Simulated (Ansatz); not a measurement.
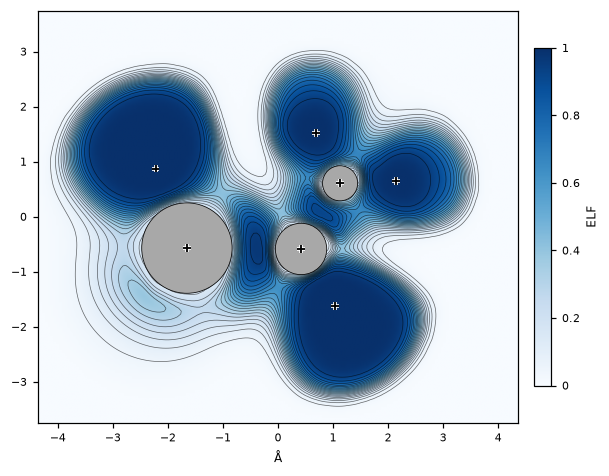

The electron localisation function on a plane through atoms (crosses mark nuclei in the plane; grey discs cover the cores).

Method: isolated molecule in a Gaussian basis; Kohn-Sham density functional theory, functional PBE0 (Ansatz 0.2.0).

Candidates:
A. CH₄ClSi (SMILES [CH2-][SiH2]Cl) (charge −1)
B. BGeH₆N (SMILES N[BH][GeH3])
C. BClFHSi (SMILES FB[Si]Cl)

Which candidate gave the map?

Candidate B: BGeH₆N on the plane of atoms Ge2, B1 and H6, which holds B, Ge, N and H. B–N (1.39 Å): the ELF peaks at about 0.90 between the atoms, as expected for a polar covalent bond. Ge–B (2.07 Å): the ELF peaks at about 0.95 between the atoms (a covalent bond).
